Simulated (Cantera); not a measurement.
A closed system holds: 1 mol SiH₂Cl₂, 5.9 mol N₂, held at 1425 K.

Equilibrium computed with Cantera from the NASA thermochemical tables; the gas is ideal and each condensed phase is pure. Candidate condensed phases: NH₄Cl, Si, Si₃N₄; 28 gas species. N₂ is the only nitrogen source here; it is nearly inert below about 1500 K, so the nitride shown seldom forms there in practice. The tables' values for SiCl₃, SiCl are old estimates; treat these amounts as uncertain. The numbers say what is thermodynamically allowed, not how fast it happens.

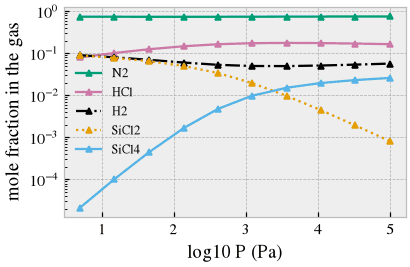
Fig. 1. Equilibrium gas composition (values under 1e-9 drawn at 1e-9)

From 5.00 Pa to 1.00 bar the condensed part is Si₃N₄(s). The main Si-bearing gas is SiCl₂ at 5.00 Pa and SiCl₄ at 1.00 bar. The share of Si in condensed phases is highest at 0.330 bar (79.2 %) and lowest at 5.00 Pa (31.0 %).
